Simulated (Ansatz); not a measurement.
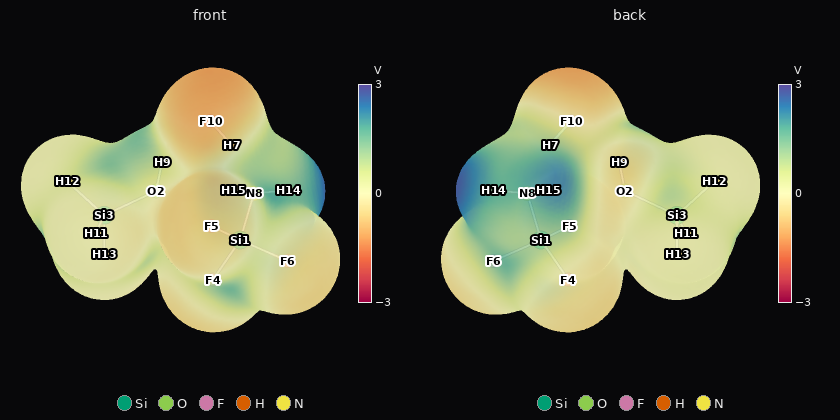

*F3H2NSi···H4OSi···HF. The electrostatic potential painted on the density surface at 0.002 e/bohr³, seen from the front and from behind; red is negative and blue positive.*

The product side of a reaction path; geometry: PBE0-D4/def2-TZVP.

The calculation used Ansatz 0.2.0, RKS PBE0-D4/def2-TZVPP.

```yaml
atoms:
  - { symbol: Si, position_ang: [-0.9512, 0.8361, 1.3098] }
  - { symbol: O, position_ang: [0.3839, -0.5591, -0.9538] }
  - { symbol: Si, position_ang: [0.0505, -0.1286, -2.5155] }
  - { symbol: F, position_ang: [-2.1280, 0.5935, 0.2981] }
  - { symbol: F, position_ang: [0.0266, 1.8915, 0.6854] }
  - { symbol: F, position_ang: [-1.5516, 1.4894, 2.6124] }
  - { symbol: H, position_ang: [1.5003, -0.4136, 1.4459] }
  - { symbol: N, position_ang: [-0.1540, -0.5966, 1.7999] }
  - { symbol: H, position_ang: [1.2856, -0.4369, -0.6229] }
  - { symbol: F, position_ang: [2.3376, -0.3767, 0.9789] }
  - { symbol: H, position_ang: [0.1253, 1.3439, -2.7007] }
  - { symbol: H, position_ang: [1.0034, -0.7773, -3.4551] }
  - { symbol: H, position_ang: [-1.3274, -0.6021, -2.7798] }
  - { symbol: H, position_ang: [-0.3428, -0.8959, 2.7472] }
  - { symbol: H, position_ang: [-0.2583, -1.3677, 1.1503] }
```

**Where is the surface potential most negative and most positive?**

The most negative region (about −1.2 V) lies over F10, the most positive (about +2.7 V) over H14.
